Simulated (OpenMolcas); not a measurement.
# doublet C2H5AlO+: levels of theory compared

Aim: a comparison of 5 runs (UHF/STO-3G, UHF/6-31G*, UM06-2X/6-31G*, UTPSS/6-31G*, ROMP2/6-31G*) of doublet C2H5AlO+. 

The results are computed with OpenMolcas 26.06.

1 further run of the same task is left out (set aside as unsound or not needed).

## Step 1: The molecule

C2H5AlO+ has 9 atoms, charge +1, and is taken as a doublet. SMILES of the parent species: `[CH3][Al]1[CH2][O]1`. Geometry: relaxed at PBE0-D4/def2-TZVP. That shape belongs to the parent species and isn't relaxed for this state.

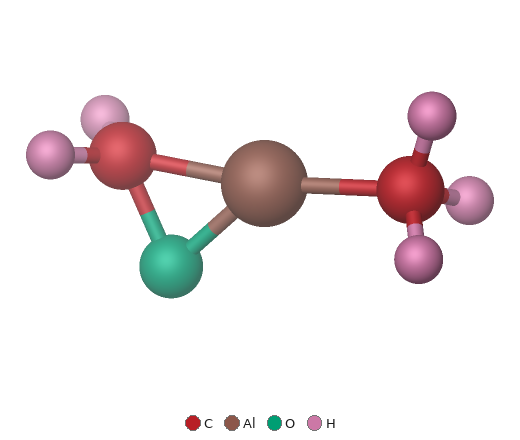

The structure, seen from a chosen angle (carbon red, aluminium brown, oxygen teal, hydrogen pink).

## Step 2: A single-point energy at UHF/STO-3G (run 1)

Input file calc.inp:

```
* C2H5AlO Hartree-Fock
>>> EXPORT MOLCAS_PRINT=2

&GATEWAY
 BasLib=$CurrDir
 Coord
 9
 angstrom
 C       -0.670900       1.320200      -1.081500
 Al       0.051300      -0.076700       0.044200
 C        0.678700      -1.280200       1.349300
 O        0.789300      -1.609500      -0.097900
 H        0.039700       1.575000      -1.872100
 H       -0.900200       2.226000      -0.517500
 H       -1.591200       0.976800      -1.562100
 H        0.038500      -1.980500       1.887700
 H        1.653200      -1.197400       1.832800
 Basis=STO-3G
 Group=NoSym

&SEWARD

&SCF
 UHF
 Charge=1
 Spin=2
 Thresholds=1e-10 1e-07 1e-07 1e-05
 PrOrbitals=1
```

The basis set STO-3G is read from a file made from the Basis Set Exchange's data (not shown).

The run is started by

```sh
export MOLCAS_MEM=1860
pymolcas calc.inp > calc.log
```

Output:

```text
--- Start Module: gateway ---
[...]
--- Stop Module: gateway /rc=_RC_ALL_IS_WELL_ ---
--- Start Module: seward ---
[...]
      Basis functions           29
--- Stop Module: seward /rc=_RC_ALL_IS_WELL_ ---
--- Start Module: scf ---
[...]
       Convergence after  39 Iterations
[...]
::    Total SCF energy                               -390.4054362486
[...]
      Total spin, S                                     0.5152834709
[...]
      Total electronic charge=   37.000000
      Total            charge=    1.000000
[...]
      Dipole Moment (debye):
      Origin of the operator (angstrom)=    0.1852   -0.3572    0.0362
                   X= -4.0949E-01               Y=  9.4550E-01               Z=  1.3046E+00           Total=  1.6624E+00
      Center of Charge (angstrom)
[...]
--- Stop Module: scf /rc=_RC_ALL_IS_WELL_ ---
[...]
```

Wall time 1.5 s (1 thread of Intel Xeon 6975P-C (Granite Rapids), shared host); peak memory 0.37 GiB.

## Step 3: The energy at UHF/6-31G(d) (spherical functions) (run 2)

Input file input.xyz:

```xyz
9

C     -0.670900     1.320200    -1.081500
Al     0.051300    -0.076700     0.044200
C      0.678700    -1.280200     1.349300
O      0.789300    -1.609500    -0.097900
H      0.039700     1.575000    -1.872100
H     -0.900200     2.226000    -0.517500
H     -1.591200     0.976800    -1.562100
H      0.038500    -1.980500     1.887700
H      1.653200    -1.197400     1.832800
```

Input file mol.inp:

```
>>> EXPORT MOLCAS_PRINT=2
&gateway
baslib=$CurrDir
coord=input.xyz
basis=6-31Gs
group=NoSym
&seward
&scf
uhf
charge=1
spin=2
thresholds=1e-10 1e-07 1e-07 1e-05
prorbitals=1 2
```

The basis set 6-31G* is read from a file made from the Basis Set Exchange's data (not shown).

The run is started by

```sh
export MOLCAS_MEM=1860
pymolcas mol.inp > mol.log
```

Output:

```text
--- Start Module: gateway ---
[...]
--- Stop Module: gateway /rc=_RC_ALL_IS_WELL_ ---
--- Start Module: seward ---
[...]
      Basis functions           70
--- Stop Module: seward /rc=_RC_ALL_IS_WELL_ ---
[...]
--- Start Module: scf ---
[...]
       Convergence after  25 Iterations
[...]
::    Total SCF energy                               -395.0987624800
[...]
      Total spin, S                                     0.5117170389
[...]
      Total electronic charge=   37.000000
      Total            charge=    1.000000
[...]
      Dipole Moment (debye):
      Origin of the operator (angstrom)=    0.1852   -0.3572    0.0362
                   X= -7.1306E-01               Y=  1.6617E+00               Z=  2.7688E+00           Total=  3.3069E+00
      Center of Charge (angstrom)
[...]
--- Stop Module: scf /rc=_RC_ALL_IS_WELL_ ---
[...]
```

It took 3.9 s on 1 thread of Intel Xeon 6975P-C (Granite Rapids), shared host; peak memory 0.42 GiB.

Runs 3 to 4 aren't shown in full; the table further down has their settings and results.

## Step 4: The energy at ROMP2/6-31G(d) (spherical functions) (run 5)

Input file test.inp:

```
* C2H5AlO ROMP2

&GATEWAY
 BasLib=$CurrDir
 Coord
 9
 angstrom
 C       -0.670900       1.320200      -1.081500
 Al       0.051300      -0.076700       0.044200
 C        0.678700      -1.280200       1.349300
 O        0.789300      -1.609500      -0.097900
 H        0.039700       1.575000      -1.872100
 H       -0.900200       2.226000      -0.517500
 H       -1.591200       0.976800      -1.562100
 H        0.038500      -1.980500       1.887700
 H        1.653200      -1.197400       1.832800
 Basis=6-31Gs
 Group=NoSym

&SEWARD

&SCF
 UHF
 Charge=1
 Spin=2
 Thresholds=1e-10 1e-07 1e-07 1e-05
 PrOrbitals=1 1

&RASSCF
 FileOrb=$Project.UnaOrb
 Spin=2
 Nactel=1 0 0
 Inactive=18
 Ras2=1
 OutOrbitals=Canonical
 OrbListing=NoCore

&CASPT2
 IPEA=0.0
 Frozen=8
```

The basis set 6-31G* is read from a file made from the Basis Set Exchange's data (not shown).

The run is started by

```sh
export MOLCAS_MEM=1860
pymolcas test.inp > test.log
```

Output:

```text
--- Start Module: gateway ---
[...]
--- Stop Module: gateway /rc=_RC_ALL_IS_WELL_ ---
[...]
      Basis functions           70
[...]
       Convergence after  25 Iterations
[...]
::    Total SCF energy                               -395.0987624800
[...]
      Total spin, S                                     0.5117170389
[...]
--- Start Module: rasscf ---
[...]
      Number of active orbitals                  1
[...]
      Spin quantum number                      0.5
[...]
      Active orbitals                            1
[...]
      Number of CSFs                             1
[...]
      Number of root(s) required                 1
[...]
      Convergence after 14 iterations
[...]
      printout of CI-coefficients larger than  0.05 for root  1
      energy=    -395.091368
      conf/sym  1     Coeff  Weight
             1  u   1.00000 1.00000
      Natural orbitals and occupation numbers for root  1
      sym 1:   1.000000
      ************************************************************************************************************************
      *                                                    Final results                                                     *
[...]
::    RASSCF root number  1 Total energy:   -395.09136833
[...]
      Total electronic charge=   37.000000
      Total            charge=    1.000000
[...]
      Dipole Moment (debye):
      Origin of the operator (angstrom)=    0.1852   -0.3572    0.0362
                   X= -7.9887E-01               Y=  1.8526E+00               Z=  2.9754E+00           Total=  3.5949E+00
      Center of Charge (angstrom)
[...]
--- Stop Module: rasscf /rc=_RC_ALL_IS_WELL_ ---
[...]
--- Start Module: caspt2 ---
[...]
 ###    WARNING: User changed nr of frozen orbitals.                         ###
 ###############################################################################
[...]
      E2 (Variational):          -0.4876088277
      Total energy:            -395.5789771594
[...]
      Reference weight:           0.84889
[...]
::    CASPT2 Root  1     Total energy:   -395.57897716
[...]
--- Stop Module: caspt2 /rc=_RC_ALL_IS_WELL_ ---
[...]
```

Wall time 6.6 s (1 thread of Intel Xeon 6975P-C (Granite Rapids), shared host); peak memory 0.42 GiB.

## Step 5: The series

| run | level | integration grid | frozen core orbitals | energy (Eh) | HOMO energy (eV) | LUMO energy (eV) | ⟨S²⟩ | wall time |
| --- | --- | --- | --- | --- | --- | --- | --- | --- |
| 1 | UHF/STO-3G | – | – | -390.405436 | -16.08 | -2.28 | 0.781 | 1.5 s |
| 2 | UHF/6-31G* (spherical functions) | – | – | -395.098762 | -17.59 | -6.22 | 0.774 | 3.9 s |
| 3 | UM06-2X/6-31G* (spherical functions) | UltraFine | – | -396.424027 | -15.61 | -9.74 | 0.754 | 40 s |
| 4 | UTPSS/6-31G* (spherical functions) | UltraFine | – | -396.572504 | -13.10 | -11.56 | 0.753 | 51 s |
| 5 | ROMP2/6-31G* (spherical functions) | – | 8 | -395.578977 | – | – | – | 6.6 s |

## Step 6: Results

| quantity | value |
| --- | --- |
| run 5: total energy | -395.57898 Eh |

What this shows: Totals of different functionals can't be ranked against each other. In run 1 the basis is minimal, so the values are rough. All runs together took 1.7 min, the longest 51 s.
